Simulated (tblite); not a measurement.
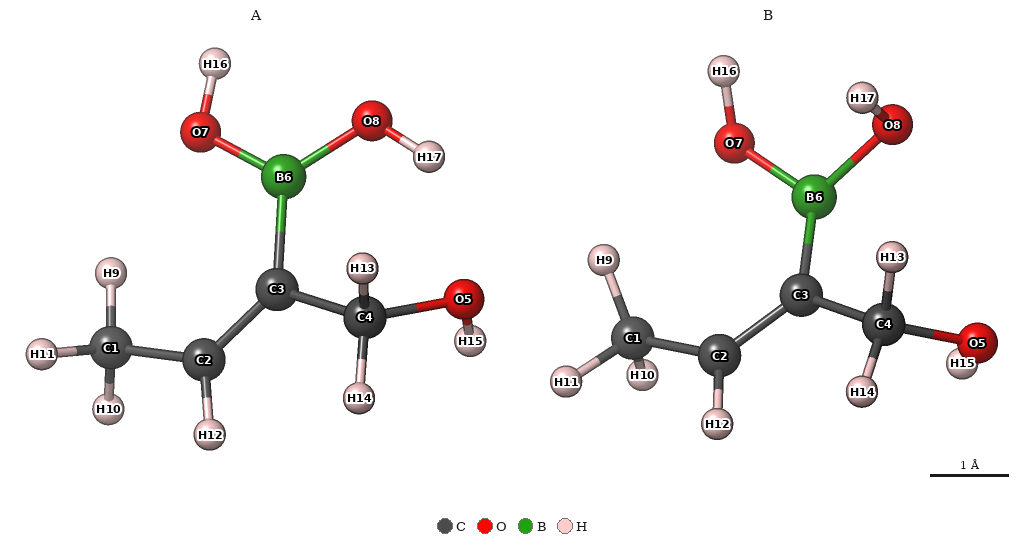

Two geometries of C4H9BO3, drawn at one scale. One is the start of a relaxation, the other its converged end. Style: ball-and-stick. Shown at a tilt.

Level of theory: tblite 0.8.0, GFN2-xTB geometry optimisation, gas phase. 

### Which geometry has the lower energy?

Structure A is the relaxed one. The atom that moves furthest after the best rigid fit is H17 (1.39 Å). By element the largest moves are H 1.39 Å, O 0.59 Å, B 0.49 Å, C 0.19 Å. Some distances before and after: B6–O8 1.473 → 1.357 Å, B6–O7 1.444 → 1.356 Å, O8–H17 1.007 → 0.963 Å, C1–H10 1.127 → 1.090 Å. Among the angles between lasting bonds that change: B6–O8–H17 104.3° → 114.0°, C3–B6–O8 113.5° → 121.2°, C2–C1–H9 118.2° → 111.0°. Groups turn about B6–O8 by about 85°, C1–C2 by about 40°, C4–O5 by about 35°. The energy falls by 42.4 kcal/mol in 106 geometry steps.
